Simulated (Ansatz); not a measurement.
# CH3F (fluoromethane): levels of theory compared

We compute a comparison of 6 runs (HF/STO-3G, UHF/STO-3G, B3LYP/STO-3G, BLYP/STO-3G, CCSDTQ/STO-3G, CCSD/STO-3G) of CH3F (fluoromethane). 

Program for the calculation: Ansatz 0.2.0.

55 further runs of the same task are left out: 3 that didn't finish, 52 set aside as unsound or not needed.

## Step 1: The structure to begin with

CH3F has 5 atoms, charge 0, and is taken as a singlet. SMILES: `CF`. The H4–C1 distance was set to 2.185 Å, away from the relaxed value. At this shape a bond of the SMILES string is far longer than usual.

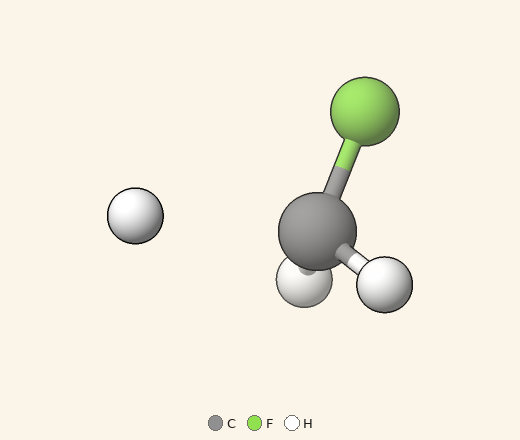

The structure, seen from a chosen angle (carbon grey, fluorine green, hydrogen white).

## Step 2: The energy at HF/STO-3G (run 1)

Input file in.yaml:

```yaml
basis:
  gaussian: {orbitals: STO-3G}
crystal:
  periodic: [false, false, false]
  atoms:
    - {symbol: C, position_ang: [0.003400, -0.730201, 0.787601]}
    - {symbol: F, position_ang: [1.148200, -1.473601, 0.611201]}
    - {symbol: H, position_ang: [-0.864600, -1.390001, 0.721801]}
    - {symbol: H, position_ang: [-0.104800, 0.796000, -0.772000]}
    - {symbol: H, position_ang: [0.034300, -0.254601, 1.770501]}
accuracy: high
hamiltonian: {xc: hf}
```

Run with:

```bash
$ ansatz run in.yaml --threads 1 --pin off --max-ram 2610MiB --events-out events.jsonl --progress --plain --runs-dir runs
```

Log:

```text
Warning: RAYON_NUM_THREADS=1 ignored (pool sized by the plan → 1); use --threads N
Functional definition: HF
  name "HF"
  exchange = exact_x
  correlation = 0
206 factors; integrals over basis functions are off by at most 2.5e-8 eV
mean field evaluation 1: about -3721.9252 eV, gradient 2.6e1 eV
mean field evaluation 2: about -3721.9890 eV, gradient 2.6e1 eV
mean field evaluation 4: about -3725.2914 eV, gradient 1.7e0 eV
mean field evaluation 8: about -3725.3088 eV, gradient 3.8e-4 eV
mean field -3725.30882106 eV, -136.9025740688 hartree, gradient 1.0e-8 eV, S^2 0.000000; 0 other end points of the search recorded, 0 dependent functions left out
reference -3725.30882106 eV, -136.9025740688 hartree; 9, 9 occupied and 4, 4 virtual orbitals, 206 factors
Total energy: -3725.30882106 eV, -136.9025740688 hartree
```

Run time: 0.06 s. Hardware: 1 thread of Arm Neoverse V1, shared host.

## Step 3: A single-point energy at UHF/STO-3G (run 2)

Input file molecule.yaml:

```yaml
crystal:
  periodic: [false, false, false]
  atoms:
    - {symbol: C, position_ang: [0.003400, -0.730201, 0.787601]}
    - {symbol: F, position_ang: [1.148200, -1.473601, 0.611201]}
    - {symbol: H, position_ang: [-0.864600, -1.390001, 0.721801]}
    - {symbol: H, position_ang: [-0.104800, 0.796000, -0.772000]}
    - {symbol: H, position_ang: [0.034300, -0.254601, 1.770501]}
basis:
  gaussian:
    orbitals: STO-3G
total_charge: 0
magnetization:
  spin_polarized: true
  initial_magnetization: 0
hamiltonian:
  xc: hf
accuracy: high
```

Run with:

```bash
$ ansatz run molecule.yaml --threads 1 --pin off --max-ram 2610MiB --events-out events.jsonl --progress --plain --runs-dir runs
```

Log:

```text
Warning: RAYON_NUM_THREADS=1 ignored (pool sized by the plan → 1); use --threads N
Functional definition: HF
  name "HF"
  exchange = exact_x
  correlation = 0
206 factors; integrals over basis functions are off by at most 2.5e-8 eV
mean field evaluation 1: about -3721.9252 eV, gradient 1.9e1 eV
mean field evaluation 2: about -3721.9890 eV, gradient 1.9e1 eV
mean field evaluation 4: about -3725.2914 eV, gradient 1.2e0 eV
mean field evaluation 8: about -3725.3088 eV, gradient 2.9e-2 eV
mean field evaluation 16: about -3725.9820 eV, gradient 4.1e0 eV
mean field evaluation 32: about -3727.9240 eV, gradient 8.3e-2 eV
mean field -3728.01775122 eV, -137.0021254161 hartree, gradient 2.0e-8 eV, S^2 0.893088; 4 other end points of the search recorded, 0 dependent functions left out
reference -3728.01775122 eV, -137.0021254161 hartree; 9, 9 occupied and 4, 4 virtual orbitals, 206 factors
Total energy: -3728.01775122 eV, -137.0021254161 hartree
```

It took 0.12 s on 1 thread of Arm Neoverse V1, shared host.

Runs 3 to 5 aren't shown in full; the table further down has their settings and results.

## Step 4: The energy at CCSD/STO-3G (run 6)

Input file run.yaml:

```yaml
crystal:
  periodic: [false, false, false]
  atoms:
    - {symbol: C, position_ang: [0.003400, -0.730201, 0.787601]}
    - {symbol: F, position_ang: [1.148200, -1.473601, 0.611201]}
    - {symbol: H, position_ang: [-0.864600, -1.390001, 0.721801]}
    - {symbol: H, position_ang: [-0.104800, 0.796000, -0.772000]}
    - {symbol: H, position_ang: [0.034300, -0.254601, 1.770501]}
basis:
  gaussian:
    orbitals: STO-3G
correlation:
  method: ccsd
  frozen_orbitals: {C: 1, F: 1, H: 0}
accuracy: high
scf:
  omitted_lower_state_checks: [cluster_reference, increment]
```

Run with:

```bash
$ ansatz run run.yaml --threads 1 --pin off --max-ram 2610MiB --events-out events.jsonl --progress --plain --runs-dir runs
```

Log:

```text
Warning: RAYON_NUM_THREADS=1 ignored (pool sized by the plan → 1); use --threads N
[... 11 lines left out ...]
2 core orbitals not correlated: weight in the atoms' cores, before any rotation towards them, 1.000 or more for the frozen orbitals, at most 0.000 for the correlated occupied ones
[... 26 lines left out ...]
WARN: these amplitudes may be one of several solutions (largest doubles amplitude 0.48, level shift 5.95 eV)
Total energy: -3730.63051475 eV, -137.0981427047 hartree
Checks for a lower state left out: cluster_reference, increment
```

Run time: 0.12 s. Hardware: 1 thread of Arm Neoverse V1, shared host.

## Step 5: The series

| run | level | frozen core orbitals | energy (Eh) | wall time |
| --- | --- | --- | --- | --- |
| 1 | HF/STO-3G | – | -136.902574 | 0.06 s |
| 2 | UHF/STO-3G | – | -137.002125 | 0.12 s |
| 3 | B3LYP/STO-3G | – | -137.608341 | 0.72 s |
| 4 | BLYP/STO-3G | – | -137.572216 | 0.78 s |
| 5 | CCSDTQ/STO-3G | 2 | -137.104869 | 3 s |
| 6 | CCSD/STO-3G | 2 | -137.098143 | 0.12 s |

## Step 6: Summary of results

| quantity | value |
| --- | --- |
| run 6: total energy | -137.09814 Eh |
| run 6: correlation energy (2 core orbitals frozen) | -195.6 mEh |
| run 6: T1 diagnostic | 0.008 |

In words: Below the UHF energy at the same shape and in the same basis (STO-3G): CCSDTQ -102.7 mEh; CCSD -96.0 mEh. Some of these start from another determinant than that one, so these aren't their correlation energies. Totals of different functionals can't be ranked against each other. In runs 5, 6 the log says that unrestricted orbitals would lower the reference, so the values rest on an unstable closed-shell determinant (other closed-shell runs at this shape may share the fault). In runs 1, 2, 3, 4, 5, 6 the basis is minimal, so the values are rough. In runs 1, 3, 4, 6 a closed-shell determinant meets a far-stretched bond, which it describes badly. Spin contamination of the reference: run 2 ⟨S²⟩ = 0.89. Where it is this large, the reference is a mixture of spin states, and values that rest on it are in doubt. All runs together took 4.8 s, the longest 3 s.
